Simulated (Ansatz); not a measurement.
# CH$_{6}$Al$_{2}$O: what the fields show

```xyz
10

Al   -1.0138    1.5007    0.1975
C     0.6771    0.4805    0.0539
O    -0.6313   -0.2964   -0.0377
Al    0.3589   -1.7301   -0.2183
H    -1.5285    1.8313    1.6565
H    -1.5487    2.1907   -1.1219
H     1.2225    0.4588   -0.8922
H     1.2335    0.2224    0.9580
H     0.6527   -2.1809   -1.6979
H     0.6608   -2.5280    1.1050
```

Geometry: PBE0-D4/def2-TZVP.

Method: RKS PBE0-D4/def2-TZVPP (Ansatz 0.2.0).

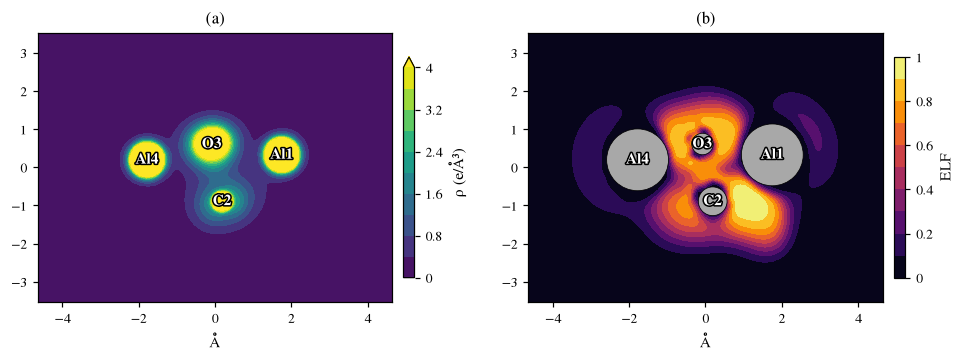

Figure 1. (a) electron density; (b) ELF on the plane of atoms C2, Al4 and O3. Grey discs cover the atomic cores in the ELF map.

### Describe what can be read from this map.

- The section cuts through Al, C and O sites.
- C–O (1.52 Å): the density is about 1.5 e/Å³ at the midpoint, with its minimum of 1.4 e/Å³ about 0.6 Å from C; the ELF peaks at about 0.80 between the atoms; a shared but strongly polarised pair.
- Al–O (1.75 Å): ρ is about 0.78 e/Å³ halfway; the ELF peaks at about 0.90 in the valence shell of O, 0.6 Å from its nucleus, and is about 0.40 at the midpoint.
- C–Al (1.98 Å): ρ is about 0.58 e/Å³ halfway; the ELF peaks at about 0.85 in the valence shell of C, 0.7 Å from its nucleus, and is about 0.65 at the midpoint.
- Al–O (1.85 Å): ρ at the midpoint is about 0.59 e/Å³; the ELF peaks at about 0.85 in the valence shell of O, 0.6 Å from its nucleus, and is about 0.40 at the midpoint.
- C–Al (2.25 Å): ρ at the midpoint is about 0.37 e/Å³, with its minimum of 0.29 e/Å³ about 1.3 Å from C; the ELF peaks at about 0.60 in the valence shell of C, 0.7 Å from its nucleus, and is about 0.35 at the midpoint.
- The ELF also peaks beside O3, away from the bonds: lone-pair regions.

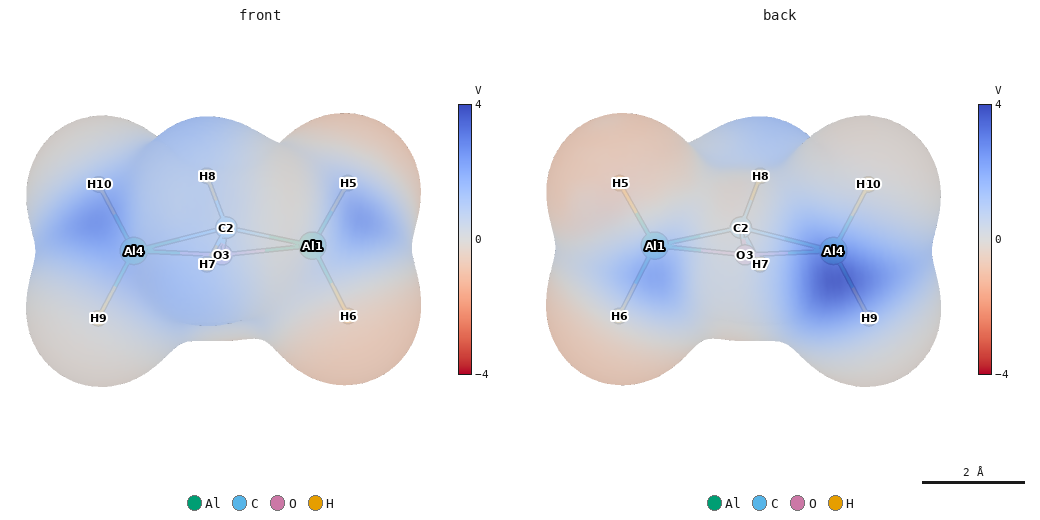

Figure 2. The electrostatic potential painted on the density surface at 0.002 e/bohr³, seen from the front and from behind; the colour scale runs from red (negative) to blue (positive).

### Where is the surface potential most negative and most positive?

The most negative region (about −0.7 V) lies over H5 and H6, the most positive (about +3.5 V) over Al4.

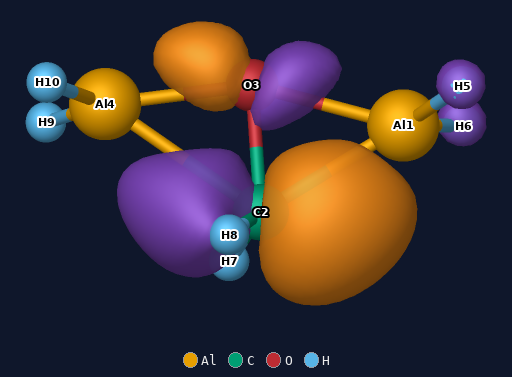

Figure 3. One frontier orbital at ±0.15 Å⁻³ᐟ² (orange and purple are the two phases), seen from one side.

### Which orbital is it: HOMO or LUMO?

The HOMO, at −7.82 eV. It lies mainly on C2 (about 45 %), Al1 (about 20 %), O3 (about 10 %) and Al4 (about 10 %).
